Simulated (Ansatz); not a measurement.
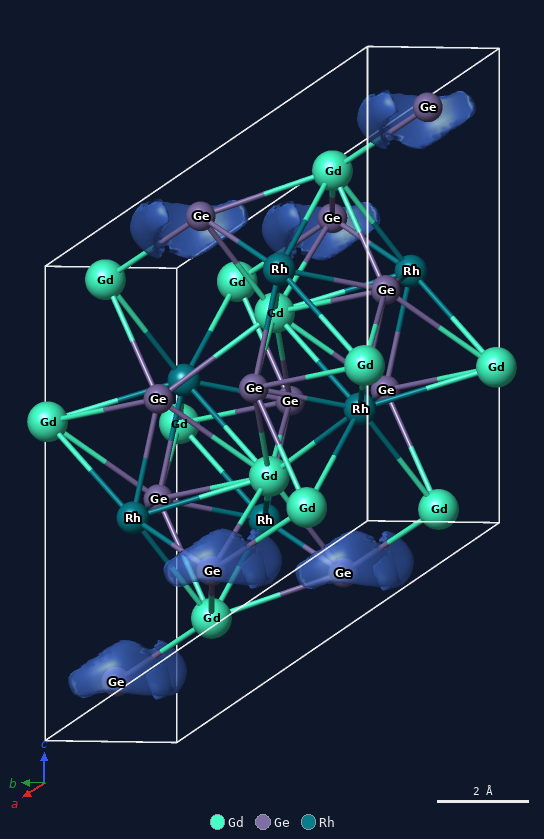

Figure 1: Gd₂Ge₂Rh. Isosurface of the electron localisation function at 0.65 (blue), seen at an oblique angle. Core shells and regions of very low density are left out. Sticks mark near contacts.

Space group C2/m; built by placing these elements on a known structure type; computed pressure about −3 GPa in this cell; Hubbard U of 6.73 eV on Gd f only; spin-polarised.

All numbers below come from DFT, PAW plane waves, PBE+U (Ansatz 0.2.0).

In a PAW calculation such maps are meaningful between the atoms, not at the nuclei.

```
CELL_PARAMETERS angstrom
10.69033 0.00000 0.00000
0.00000 4.40062 0.00000
-4.71497 0.00000 9.39917
ATOMIC_POSITIONS crystal
Gd 0.18801 0.00063 0.11513
Gd 0.68801 0.50063 0.11513
Gd 0.31246 0.50063 0.88492
Gd 0.81246 0.00063 0.88492
Ge 0.35233 0.00074 0.44268
Ge 0.85233 0.50074 0.44268
Ge 0.14821 0.50051 0.55737
Ge 0.64821 0.00051 0.55737
Ge 0.48322 0.00059 0.11832
Ge 0.98322 0.50059 0.11832
Ge 0.01723 0.50068 0.88167
Ge 0.51723 0.00068 0.88167
Rh 0.27338 0.00040 0.65691
Rh 0.77338 0.50040 0.65691
Rh 0.22705 0.50083 0.34309
Rh 0.72705 0.00083 0.34309
Gd 0.00862 0.00057 0.33148
Gd 0.50862 0.50057 0.33148
Gd 0.49188 0.50064 0.66856
Gd 0.99188 0.00064 0.66856
```

**What do the ELF domains correspond to?**

The ELF exceeds this value in four lobes of the valence shell of Ge pointing towards Gd (polar bonds), counted in one cell of 20 atoms. Any copies at cell faces, edges or corners count once. Along the contacts the grid gives the following. Ge–Rh (2.54 Å): the ELF is about 0.35 at the midpoint. Ge–Ge (2.67 Å): the ELF reaches about 0.60 near the midpoint.
